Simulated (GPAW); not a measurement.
**SiBrF (SMILES F[Si]Br): HCTH407/plane waves (scalar-relativistic datasets, plane-wave cutoff 520 eV)**

We compute a geometry optimisation of SiBrF. Input form: an ASE script.

The calculation is run with GPAW 26.7.0.

4 further runs of the same task are left out: 2 for a known fault of the program, 2 set aside as unsound or not needed.

### 1 Starting point

The species is SiBrF (3 atoms), meant as a singlet with charge 0. SMILES: `F[Si]Br`. Geometry: embedded from SMILES. The run starts from this shape.

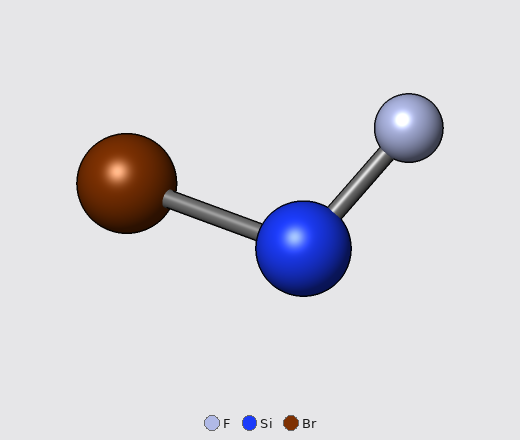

Viewed from a chosen angle; fluorine light blue, silicon blue, bromine brown.

### 2 A structure relaxation at HCTH407/plane waves (scalar-relativistic datasets, plane-wave cutoff 520 eV)

relax.py

```python
from ase import Atoms
from ase.io import write
from ase.optimize import BFGS
from gpaw import GPAW, PW, setup_paths
from gpaw.atom.configurations import parameters
from gpaw.atom.generator import Generator
from rdkit import Chem
from rdkit.Chem import AllChem

rd = Chem.AddHs(Chem.MolFromSmiles('F[Si]Br'))
AllChem.EmbedMolecule(rd, randomSeed=360)
AllChem.UFFOptimizeMolecule(rd)
system = Atoms([a.GetSymbol() for a in rd.GetAtoms()], positions=rd.GetConformer().GetPositions())
write('start.xyz', system)
system.set_cell([12.0, 12.0, 12.0])
system.center()

for symbol in ['Br', 'F', 'Si']:
    Generator(symbol, xcname='HCTH407', scalarrel=True, nofiles=True, txt=None).run(**parameters[symbol])
setup_paths.insert(0, '.')

calc = GPAW(mode={'name': 'pw', 'ecut': 520},
            xc='HCTH407',
            maxiter=120,
            symmetry='off',
            txt='-')
system.calc = calc

opt = BFGS(system, trajectory='BrFSi.traj')
converged = opt.run(fmax=0.01, steps=100)
print('Converged:', converged)
print(f'Final energy            {system.get_potential_energy():.5f} eV')
write('relaxed.xyz', system)
```

Run with:

```console
$ python3 -u relax.py | tee relax.out
```

What it wrote:

```text
[...]
  mode=PW(ecut=520),
[...]
Number of symmetries: 1
[...]
  Number of IBZ points: 1
[...]
Cutoff: 520.0 eV
Spin-components: 1 (collinear spins)
Bands:           12
[...]
  Valence electrons: 18.0
[...]
  Grid points: [64 64 64]
  Charge: 0.0  # |e|
[...]
    cutoffs:
[...]
occupation numbers:
  # Zero width
[...]
xc functional:
  name: HCTH407 with 2 nearest neighbor stencil
[...]
|iter     |     time |      energy | eigst |  dens |
[...]
|iter:   1| 00:00:03 |  -12.586797 | -0.36 |       |
[...]
Converged in 10 steps
[...]
dipole moment: (0.061238, 0.209786, -0.000015)  # |e|*Ang
Fermi level: -5.009
[...]
Converged in 8 steps
[...]
Converged in 8 steps
[...]
Converged in 6 steps
[...]
Converged in 7 steps
[...]
|iter:   6| 00:03:19 |  -11.873397c| -7.54c| -4.52c|
Converged in 6 steps
[...]
Energy contributions relative to reference atoms: (reference = -81556.047375)
Energy contributions:
  Kinetic:          15.462784
  Coulomb:         -16.886440
  Zero:              0.295404
  External:          0.000000
  Xc:              -10.745144
  Entropy:           0.000000
  Spinorbit:         0.000000
  ----------------------------
  Free energy:     -11.873397
  Extrapolated:    -11.873397
dipole moment: (-0.056667, 0.237204, 0.000250)  # |e|*Ang
Fermi level: -5.030
Eigenvalues  # (at kpt = [0.000, 0.000, 0.000])
| band index |      eig [eV] | occ [0-2] |
|------------|---------------|-----------|
|          0 |       -30.161 |     2.000 |
|          1 |       -20.052 |     2.000 |
|          2 |       -13.388 |     2.000 |
|          3 |       -10.918 |     2.000 |
|          4 |       -10.877 |     2.000 |
|          5 |       -10.208 |     2.000 |
|          6 |        -7.691 |     2.000 |
|          7 |        -7.466 |     2.000 |
|          8 |        -6.696 |     2.000 |
|          9 |        -3.365 |     0.000 |
|         10 |        -1.058 |     0.000 |
|         11 |        -0.735 |     0.000 |
Gap: 3.331 eV
Transition (v -> c):
[...]
Forces  # eV/Ang
|        x |        y |        z |
|----------|----------|----------|
| -0.00063 | -0.00563 | -0.00000 |  # F    0
|  0.00060 | -0.00199 |  0.00000 |  # Si   1
| -0.00025 |  0.00013 |  0.00000 |  # Br   2
Force computation time: 0.312  # s
BFGS:   35 hh:mm:ss      -11.873397        0.005669
Converged: True
Final energy            -11.87340 eV
```

Run time: 3.3 min. Hardware: 1 thread of Intel Xeon 6975P-C (Granite Rapids), shared host; peak memory 0.68 GiB.

Steps, from the record of the run:

| step | energy from the first frame kept (eV) | largest force (eV/Å) |
| --- | --- | --- |
| 0 | 0.0000 | 1.2118 |
| 2 | -0.0483 | 0.4778 |
| 4 | -0.0710 | 0.3564 |
| 6 | -0.0784 | 0.0260 |
| 8 | -0.0785 | 0.0191 |
| 10 | -0.0786 | 0.0252 |
| 12 | -0.0787 | 0.0165 |
| 14 | -0.0422 | 0.8203 |
| 16 | -0.0631 | 0.6501 |
| 18 | -0.0787 | 0.0101 |
| 20 | -0.0787 | 0.0123 |
| 22 | -0.0787 | 0.0312 |
| 24 | -0.0787 | 0.0208 |
| 26 | -0.0787 | 0.0114 |
| 28 | -0.0787 | 0.1587 |
| 30 | -0.0790 | 0.0438 |
| 32 | -0.0797 | 0.0563 |
| 34 | -0.0800 | 0.0181 |
| 35 | -0.0801 | 0.0057 |

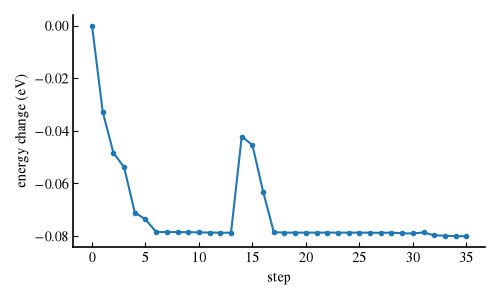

Energy along the run.

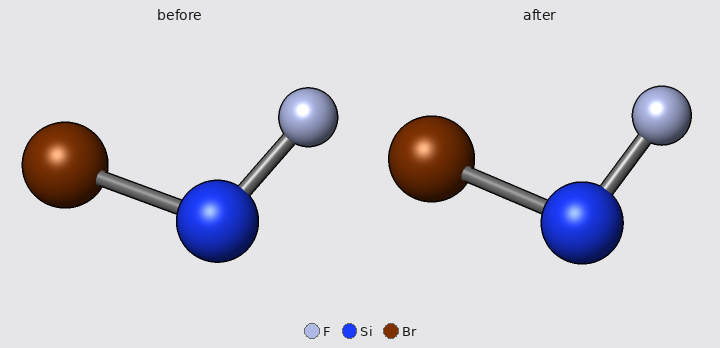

Before and after, at one scale.

After the run. Bond lengths: F1–Si2 1.632 Å, Si2–Br3 2.279 Å. Angles: F1–Si2–Br3 101.8°.

### 3 Summary of results

At HCTH407/plane waves (scalar-relativistic datasets, plane-wave cutoff 520 eV):

```
                                                 quantity        value
   energy as printed (from the program's reference atoms)  -11.8734 eV
                                            dipole moment       1.17 D
HOMO energy (shifted to the vacuum level, unlike the log)     -7.00 eV
LUMO energy (shifted to the vacuum level, unlike the log)     -3.67 eV
                                            HOMO–LUMO gap      3.33 eV
```

At the final geometry: Bond lengths: F1–Si2 1.632 Å, Si2–Br3 2.279 Å. Angles: F1–Si2–Br3 101.8°. The optimisation took 35 steps and changed the energy by -0.080 eV.
